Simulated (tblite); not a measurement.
**Si5H10O: geometry relaxation**

System: Si5H10O, SMILES [SiH3]O[Si@@H]1[SiH2][Si@H]1[SiH3].
Method: GFN2-xTB geometry optimisation, gas phase (tblite 0.8.0).

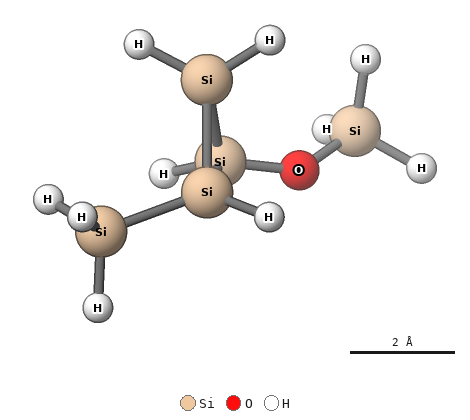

Figure 1. The starting structure (ball-and-stick view, seen at a tilt). Bond lengths as drawn: H–Si 1.48 to 1.50 Å, O–Si 1.64 to 1.65 Å and Si–Si 2.23 to 2.25 Å.

Results in brief:

```tsv
quantity	value
outcome	converged
total energy	−484.8931 eV
hardware	1 CPU thread, shared host
wall time	2.7 s
peak memory	0.86 GiB
```

Input:
```
{"job": {"xc": "GFN2-xTB", "basis": "xTB", "kind": "relax"}, "charge": 0, "multiplicity": 1}
Si    -3.419600     0.665200     0.638900
O     -1.791800     0.891500     0.604200
Si    -0.436500     0.329700    -0.158400
Si     0.236500    -1.724900     0.438700
Si     1.357600     0.097100     1.140400
Si     3.279300     0.383100     0.031800
H     -3.720100    -0.759400     0.893600
H     -3.991600     1.057700    -0.669400
H     -4.017100     1.499400     1.712200
H     -0.284400     0.751600    -1.572900
H     -0.583200    -2.422100     1.482600
H      0.909700    -2.552300    -0.595100
H      1.225100     0.426900     2.595800
H      3.159900    -0.017000    -1.392800
H      4.361900    -0.425500     0.645500
H      3.706700     1.808200     0.084500
```

The first line tells a small driver script what to run in tblite; the rest is the geometry in Å.

Launched with:
```bash
OMP_NUM_THREADS=1 python <driver script> task.json out
```

Log:
```
step      E/eV     max force
  0    -484.18791    2.476
  1    -484.38469    0.739
  2    -484.43102    0.458
  3    -484.46455    0.473
  4    -484.50762    0.516
  5    -484.55861    0.633
  6    -484.61299    0.597
  7    -484.65360    0.496
  8    -484.68166    0.451
  9    -484.70009    0.274
 10    -484.71231    0.280
 11    -484.72425    0.271
 12    -484.73459    0.299
 13    -484.74205    0.193
 14    -484.74679    0.161
 15    -484.75032    0.134
 16    -484.75387    0.187
 17    -484.75742    0.180
 18    -484.75982    0.092
 19    -484.76116    0.089
 20    -484.76225    0.096
 21    -484.76384    0.156
 22    -484.76621    0.189
 23    -484.76869    0.140
 24    -484.77034    0.098
 25    -484.77140    0.092
 26    -484.77271    0.128
 27    -484.77476    0.179
 28    -484.77734    0.171
 29    -484.77972    0.116
 30    -484.78151    0.124
 31    -484.78314    0.112
 32    -484.78520    0.109
 33    -484.78731    0.100
 34    -484.78873    0.101
 35    -484.78967    0.083
 36    -484.79053    0.074
 37    -484.79167    0.096
 38    -484.79325    0.124
 39    -484.79498    0.132
 40    -484.79651    0.104
 41    -484.79785    0.077
 42    -484.79931    0.089
 43    -484.80114    0.133
 44    -484.80347    0.187
 45    -484.80607    0.194
 46    -484.80832    0.153
 47    -484.80992    0.108
 48    -484.81116    0.081
 49    -484.81212    0.080
 50    -484.81302    0.103
 51    -484.81419    0.135
 52    -484.81579    0.161
 53    -484.81767    0.159
 54    -484.81902    0.126
 55    -484.82007    0.138
 56    -484.82111    0.106
 57    -484.82252    0.081
 58    -484.82371    0.088
 59    -484.82520    0.078
 60    -484.82608    0.067
 61    -484.82666    0.065
 62    -484.82720    0.065
 63    -484.82806    0.077
 64    -484.82938    0.109
 65    -484.83096    0.111
 66    -484.83214    0.067
 67    -484.83286    0.058
 68    -484.83348    0.079
 69    -484.83435    0.091
 70    -484.83581    0.106
 71    -484.83686    0.157
 72    -484.83950    0.104
 73    -484.84108    0.107
 74    -484.84307    0.070
 75    -484.84389    0.089
 76    -484.84532    0.091
 77    -484.84623    0.075
 78    -484.84702    0.074
 79    -484.84782    0.070
 80    -484.84869    0.096
 81    -484.84971    0.096
 82    -484.85068    0.082
 83    -484.85161    0.067
 84    -484.85236    0.070
 85    -484.85282    0.076
 86    -484.85320    0.059
 87    -484.85365    0.049
 88    -484.85484    0.093
 89    -484.85560    0.123
 90    -484.85753    0.157
 91    -484.85937    0.143
 92    -484.86121    0.121
 93    -484.86284    0.133
 94    -484.86432    0.149
 95    -484.86565    0.123
 96    -484.86678    0.082
 97    -484.86771    0.086
 98    -484.86871    0.090
 99    -484.87010    0.112
100    -484.87183    0.116
101    -484.87335    0.093
102    -484.87469    0.121
103    -484.87608    0.096
104    -484.87773    0.144
105    -484.87990    0.144
106    -484.88133    0.097
107    -484.88255    0.066
108    -484.88353    0.095
109    -484.88436    0.093
110    -484.88479    0.072
111    -484.88509    0.039
112    -484.88509    0.039
113    -484.88523    0.028
114    -484.88551    0.038
115    -484.88564    0.037
116    -484.88592    0.042
117    -484.88609    0.037
118    -484.88625    0.026
119    -484.88636    0.026
120    -484.88646    0.022
121    -484.88656    0.033
122    -484.88669    0.038
123    -484.88684    0.036
124    -484.88699    0.036
125    -484.88709    0.024
126    -484.88715    0.020
127    -484.88720    0.020
128    -484.88726    0.021
129    -484.88731    0.024
130    -484.88736    0.021
131    -484.88740    0.017
132    -484.88744    0.020
133    -484.88751    0.025
134    -484.88759    0.028
135    -484.88767    0.021
136    -484.88774    0.017
137    -484.88779    0.018
138    -484.88787    0.031
139    -484.88798    0.038
140    -484.88810    0.033
141    -484.88819    0.024
142    -484.88824    0.025
143    -484.88830    0.023
144    -484.88837    0.024
145    -484.88844    0.023
146    -484.88850    0.017
147    -484.88854    0.017
148    -484.88859    0.020
149    -484.88864    0.023
150    -484.88869    0.022
151    -484.88874    0.018
152    -484.88877    0.014
153    -484.88879    0.013
154    -484.88882    0.016
155    -484.88886    0.018
156    -484.88891    0.025
157    -484.88899    0.030
158    -484.88909    0.029
159    -484.88918    0.018
160    -484.88922    0.016
161    -484.88925    0.016
162    -484.88929    0.022
163    -484.88935    0.032
164    -484.88943    0.032
165    -484.88950    0.019
166    -484.88955    0.016
167    -484.88959    0.018
168    -484.88965    0.024
169    -484.88972    0.029
170    -484.88979    0.019
171    -484.88982    0.013
172    -484.88985    0.012
173    -484.88987    0.018
174    -484.88991    0.021
175    -484.88995    0.017
176    -484.88998    0.012
177    -484.88999    0.013
178    -484.89002    0.017
179    -484.89006    0.026
180    -484.89013    0.032
181    -484.89019    0.026
182    -484.89023    0.012
183    -484.89026    0.012
184    -484.89028    0.013
185    -484.89031    0.021
186    -484.89036    0.025
187    -484.89040    0.017
188    -484.89042    0.008
189    -484.89042    0.008
190    -484.89043    0.008
191    -484.89044    0.013
192    -484.89046    0.016
193    -484.89049    0.012
194    -484.89050    0.007
195    -484.89051    0.007
196    -484.89051    0.008
197    -484.89052    0.014
198    -484.89054    0.017
199    -484.89057    0.016
200    -484.89059    0.008
201    -484.89060    0.005
202    -484.89060    0.005
203    -484.89061    0.008
204    -484.89063    0.012
205    -484.89065    0.015
206    -484.89067    0.014
207    -484.89070    0.018
208    -484.89074    0.019
209    -484.89077    0.014
210    -484.89081    0.016
211    -484.89084    0.016
212    -484.89088    0.019
213    -484.89094    0.026
214    -484.89101    0.024
215    -484.89106    0.018
216    -484.89109    0.014
217    -484.89112    0.014
218    -484.89115    0.013
219    -484.89116    0.010
220    -484.89117    0.007
221    -484.89119    0.008
222    -484.89120    0.012
223    -484.89122    0.013
224    -484.89123    0.010
225    -484.89124    0.008
226    -484.89125    0.007
227    -484.89126    0.006
228    -484.89126    0.006
229    -484.89127    0.006
230    -484.89127    0.006
231    -484.89128    0.008
232    -484.89129    0.008
233    -484.89130    0.008
234    -484.89130    0.005
235    -484.89131    0.006
236    -484.89131    0.009
237    -484.89132    0.009
238    -484.89134    0.010
239    -484.89135    0.008
240    -484.89136    0.011
241    -484.89138    0.014
242    -484.89141    0.023
243    -484.89146    0.032
244    -484.89153    0.032
245    -484.89159    0.022
246    -484.89164    0.014
247    -484.89167    0.019
248    -484.89170    0.029
249    -484.89175    0.024
250    -484.89182    0.011
251    -484.89184    0.012
252    -484.89186    0.011
253    -484.89188    0.013
254    -484.89191    0.018
255    -484.89195    0.018
256    -484.89197    0.012
257    -484.89198    0.011
258    -484.89200    0.011
259    -484.89202    0.017
260    -484.89205    0.019
261    -484.89208    0.014
262    -484.89210    0.009
263    -484.89212    0.008
264    -484.89214    0.014
265    -484.89216    0.017
266    -484.89219    0.013
267    -484.89220    0.007
268    -484.89222    0.009
269    -484.89224    0.012
270    -484.89226    0.011
271    -484.89228    0.009
272    -484.89229    0.009
273    -484.89231    0.012
274    -484.89233    0.014
275    -484.89235    0.012
276    -484.89237    0.014
277    -484.89239    0.015
278    -484.89241    0.018
279    -484.89244    0.017
280    -484.89247    0.016
281    -484.89249    0.012
282    -484.89252    0.012
283    -484.89254    0.018
284    -484.89257    0.020
285    -484.89260    0.014
286    -484.89263    0.010
287    -484.89265    0.010
288    -484.89267    0.011
289    -484.89270    0.013
290    -484.89273    0.013
291    -484.89276    0.012
292    -484.89278    0.011
293    -484.89280    0.009
294    -484.89281    0.008
295    -484.89283    0.008
296    -484.89283    0.005
297    -484.89284    0.005
298    -484.89285    0.005
299    -484.89285    0.004
300    -484.89285    0.007
301    -484.89286    0.006
302    -484.89287    0.005
303    -484.89288    0.006
304    -484.89289    0.007
305    -484.89290    0.008
306    -484.89291    0.008
307    -484.89291    0.007
308    -484.89292    0.004
309    -484.89293    0.006
310    -484.89293    0.008
311    -484.89294    0.008
312    -484.89295    0.006
313    -484.89296    0.007
314    -484.89296    0.010
315    -484.89297    0.009
316    -484.89298    0.007
317    -484.89299    0.007
318    -484.89300    0.010
319    -484.89301    0.012
320    -484.89303    0.013
321    -484.89305    0.014
322    -484.89307    0.015
323    -484.89308    0.012
324    -484.89310    0.009
325    -484.89311    0.008
326    -484.89312    0.010
327    -484.89312    0.009
328    -484.89313    0.005
329    -484.89313    0.005
330    -484.89314    0.006
331    -484.89314    0.005
332    -484.89314    0.005
333    -484.89315    0.004
```

Trajectory as extended XYZ (Å, eV, eV/Å), 7 of the 12 frames kept, from step=0 to step=333:
```
16
Properties=species:S:1:pos:R:3:forces:R:3 step=0 energy=-484.18791
Si   -3.4196    0.6652    0.6389   -0.0400   0.1010   0.0200
O    -1.7918    0.8915    0.6042   -0.5450  -0.2250  -0.3380
Si   -0.4365    0.3297   -0.1584   -1.5700   1.1670  -1.2220
Si    0.2365   -1.7249    0.4387   -0.7890  -2.3340   0.1060
Si    1.3576    0.0971    1.1404    0.9680   0.9610   2.0660
Si    3.2793    0.3831    0.0318    1.3160   0.4080  -0.3000
H    -3.7201   -0.7594    0.8936    0.1840   0.2530  -0.0540
H    -3.9916    1.0577   -0.6694    0.2300  -0.0710   0.2550
H    -4.0171    1.4994    1.7122    0.4520  -0.1750  -0.2850
H    -0.2844    0.7516   -1.5729   -0.3580   0.1050   0.2750
H    -0.5832   -2.4221    1.4826    0.3630  -0.0440  -0.5590
H     0.9097   -2.5523   -0.5951   -0.2660  -0.0240   0.3850
H     1.2251    0.4269    2.5958    0.1980  -0.0520  -0.3640
H     3.1599   -0.0170   -1.3928    0.0350   0.1170   0.3810
H     4.3619   -0.4255    0.6455   -0.1890   0.2340  -0.2460
H     3.7067    1.8082    0.0845    0.0100  -0.4220  -0.1200
16
Properties=species:S:1:pos:R:3:forces:R:3 step=60 energy=-484.82608
Si   -3.4301    0.6691    0.7655    0.0280   0.0020  -0.0070
O    -1.9081    0.6079    0.2586   -0.0070   0.0360  -0.0190
Si   -0.6052    0.0962   -0.6107   -0.0130   0.0300  -0.0370
Si    0.2172   -1.8495    0.3816   -0.0580   0.0170  -0.0170
Si    1.2764    0.2726    0.8227   -0.0010  -0.0230  -0.0290
Si    3.5050    0.5081    0.2450   -0.0280  -0.0150   0.0210
H    -3.8024   -0.6795    1.1937   -0.0200   0.0040  -0.0020
H    -4.2632    1.1236   -0.3497   -0.0030  -0.0240   0.0260
H    -3.4274    1.6238    1.8702    0.0180  -0.0020   0.0010
H    -0.8333    0.8209   -1.8785    0.0170  -0.0540   0.0360
H    -0.7267   -2.5984    1.2318    0.0190  -0.0160   0.0020
H     0.7613   -2.9017   -0.4968    0.0230   0.0170  -0.0040
H     1.1284    0.6471    2.2532    0.0200   0.0220   0.0210
H     3.6443    0.1373   -1.1668    0.0110   0.0270   0.0100
H     4.4406   -0.3456    0.9793    0.0040   0.0160   0.0080
H     4.0155    1.8771    0.3804   -0.0100  -0.0380  -0.0110
16
Properties=species:S:1:pos:R:3:forces:R:3 step=121 energy=-484.88656
Si   -3.0720    0.7350    0.9195   -0.0050   0.0040  -0.0020
O    -2.0812    0.5683   -0.3313   -0.0090  -0.0100  -0.0150
Si   -0.6800   -0.0362   -0.9601    0.0070  -0.0130  -0.0070
Si    0.0373   -1.9191    0.2121   -0.0060   0.0060  -0.0100
Si    1.0549    0.2241    0.6410    0.0180   0.0020   0.0120
Si    3.3366    0.5753    0.4539   -0.0050   0.0040   0.0100
H    -3.2316   -0.5717    1.5591   -0.0030  -0.0070   0.0050
H    -4.3157    1.2302    0.3425   -0.0150   0.0010  -0.0070
H    -2.4657    1.6858    1.8481    0.0160   0.0190   0.0220
H    -0.9104    0.4226   -2.3405    0.0070   0.0070  -0.0010
H    -0.8244   -2.7931    1.0306    0.0040   0.0010   0.0090
H     0.8473   -2.8853   -0.5531   -0.0030  -0.0080  -0.0040
H     0.6228    0.8463    1.9244    0.0100  -0.0120  -0.0070
H     3.7478    0.2397   -0.9128    0.0020   0.0060   0.0160
H     4.1398   -0.2625    1.3483   -0.0050  -0.0020  -0.0090
H     3.7866    1.9496    0.6977   -0.0140   0.0020  -0.0110
16
Properties=species:S:1:pos:R:3:forces:R:3 step=181 energy=-484.89019
Si   -3.0355    0.7925    0.9263    0.0020   0.0080   0.0020
O    -2.0692    0.5515   -0.3324   -0.0010   0.0000   0.0060
Si   -0.6607   -0.0465   -0.9511    0.0010  -0.0080   0.0170
Si    0.0013   -1.9993    0.1409   -0.0050  -0.0260   0.0010
Si    1.0701    0.0956    0.6670   -0.0070   0.0070  -0.0020
Si    3.3158    0.6207    0.4703   -0.0030   0.0000  -0.0050
H    -3.2037   -0.4808    1.6288    0.0070  -0.0020  -0.0010
H    -4.2823    1.2768    0.3449   -0.0020   0.0010  -0.0010
H    -2.4026    1.7784    1.8019    0.0010  -0.0030  -0.0040
H    -0.8942    0.3877   -2.3378    0.0030   0.0010  -0.0110
H    -0.8287   -2.8559    1.0110    0.0100   0.0140  -0.0050
H     0.7885   -2.9870   -0.6215   -0.0010   0.0120  -0.0020
H     0.6069    0.6787    1.9580    0.0040  -0.0030  -0.0080
H     3.7626    0.2863   -0.8854   -0.0050  -0.0050   0.0080
H     4.1810   -0.1259    1.3872   -0.0030   0.0030   0.0000
H     3.6431    2.0362    0.6715    0.0010   0.0000   0.0040
16
Properties=species:S:1:pos:R:3:forces:R:3 step=211 energy=-484.89084
Si   -3.0104    0.8206    0.9367   -0.0010  -0.0020   0.0050
O    -2.0713    0.5484   -0.3365   -0.0020  -0.0060   0.0100
Si   -0.6684   -0.0604   -0.9578   -0.0060   0.0080   0.0040
Si   -0.0020   -2.0252    0.1112   -0.0080   0.0040   0.0060
Si    1.0584    0.0675    0.6623   -0.0070  -0.0030  -0.0080
Si    3.2953    0.6295    0.4849   -0.0030  -0.0030   0.0070
H    -3.1493   -0.4344    1.6782   -0.0020   0.0010  -0.0040
H    -4.2728    1.2821    0.3696    0.0080  -0.0050   0.0050
H    -2.3658    1.8325    1.7734    0.0000   0.0020  -0.0100
H    -0.9118    0.3600   -2.3475    0.0040  -0.0030  -0.0060
H    -0.8004   -2.9044    0.9869    0.0000   0.0030  -0.0050
H     0.7981   -2.9848   -0.6715    0.0010  -0.0010  -0.0030
H     0.5706    0.6408    1.9479    0.0060   0.0010  -0.0030
H     3.7696    0.2664   -0.8532   -0.0030   0.0030  -0.0050
H     4.1545   -0.0829    1.4330    0.0090  -0.0050   0.0120
H     3.5981    2.0532    0.6620    0.0040   0.0070  -0.0040
16
Properties=species:S:1:pos:R:3:forces:R:3 step=272 energy=-484.89229
Si   -2.9609    0.8393    0.9749    0.0000  -0.0010   0.0000
O    -2.0776    0.5482   -0.3331    0.0010   0.0030  -0.0020
Si   -0.6935   -0.0532   -1.0021   -0.0060  -0.0010   0.0020
Si   -0.0248   -2.0352    0.0342    0.0020   0.0010  -0.0060
Si    1.0493    0.0447    0.6063    0.0040   0.0020   0.0020
Si    3.2908    0.6198    0.5365    0.0050  -0.0050  -0.0050
H    -2.8910   -0.3352    1.8465    0.0000   0.0000   0.0010
H    -4.3070    1.0767    0.4657   -0.0010  -0.0010   0.0010
H    -2.4000    2.0095    1.6490    0.0000  -0.0010  -0.0060
H    -0.9711    0.3905   -2.3787    0.0020   0.0010   0.0000
H    -0.8163   -2.9278    0.9024   -0.0030  -0.0060  -0.0010
H     0.7544   -2.9857   -0.7818    0.0000   0.0060   0.0070
H     0.5189    0.5989    1.8847    0.0050  -0.0010   0.0030
H     3.8617    0.1451   -0.7276   -0.0080  -0.0010   0.0050
H     4.0905    0.0141    1.6050    0.0020   0.0000  -0.0010
H     3.5689    2.0591    0.5976   -0.0030   0.0040   0.0000
16
Properties=species:S:1:pos:R:3:forces:R:3 step=333 energy=-484.89315
Si   -2.9763    0.8451    0.9788    0.0020   0.0000   0.0000
O    -2.0773    0.5615   -0.3202    0.0000  -0.0010   0.0000
Si   -0.6850   -0.0213   -0.9872    0.0000   0.0020   0.0010
Si   -0.0239   -2.0249    0.0094    0.0010  -0.0020  -0.0010
Si    1.0488    0.0409    0.6327   -0.0020  -0.0010   0.0000
Si    3.2951    0.5904    0.5401    0.0020  -0.0030  -0.0010
H    -2.7656   -0.2457    1.9330   -0.0010   0.0010  -0.0010
H    -4.3475    0.8897    0.4826    0.0010  -0.0020   0.0000
H    -2.5418    2.1193    1.5488    0.0000   0.0000   0.0000
H    -0.9389    0.4645   -2.3541    0.0000  -0.0010   0.0000
H    -0.8335   -2.9368    0.8402    0.0000   0.0000   0.0010
H     0.7668   -2.9565   -0.8166   -0.0010   0.0020   0.0000
H     0.5396    0.5689    1.9303   -0.0010   0.0010  -0.0010
H     3.8564    0.0477   -0.7001   -0.0010   0.0020   0.0010
H     4.0971    0.0364    1.6345    0.0000  -0.0010   0.0010
H     3.5784    2.0298    0.5274    0.0000   0.0010  -0.0010
```
